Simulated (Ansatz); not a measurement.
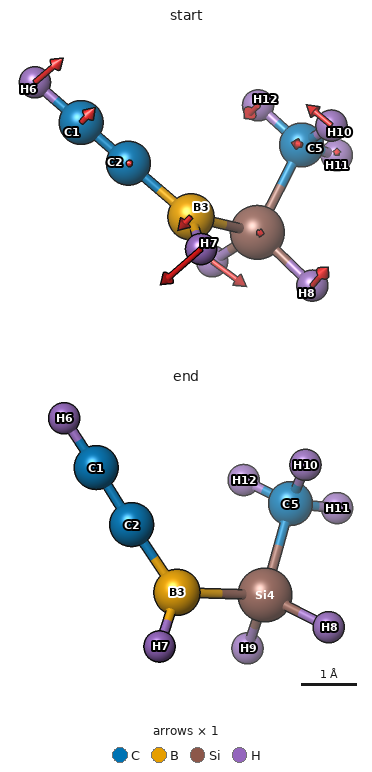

The structure of C₃H₇BSi (coarse preliminary run) before (top) and after (bottom) a relaxation, at one scale. The red arrows give the displacements, at their true length.

Style: ball-and-stick. Shown at a tilt.

The start comes from a force field.

The calculation used Ansatz 0.2.0, RKS PBE-D4/def2-SVP. (force threshold 0.03 eV/Å; at most 200 steps)

### Summarise the run.

Over 19 accepted moves (20 points after the start) the energy falls by 0.786 eV. Largest force component: 12 eV/Å at the start, 0.019 eV/Å at the end. The line search rejected the trial step at point 9 of the run. The atom that moves furthest after the best rigid fit is H7 (1.16 Å). By element the largest moves are H 1.16 Å, C 0.45 Å, B 0.39 Å, Si 0.16 Å. Among the contacts that change: B3–Si4 1.878 → 2.024 Å, C1–C2 1.148 → 1.236 Å, Si4–H8 1.447 → 1.513 Å, C1–H6 1.133 → 1.083 Å. Among the angles between lasting bonds that change: Si4–C5–H10 105.4° → 110.4°, H10–C5–H11 112.9° → 108.3°, B3–Si4–H8 112.5° → 109.3°. Groups turn about B3–Si4 by about 50°. The run took 18 s on 4 threads of AMD EPYC 7B13 (shared host).
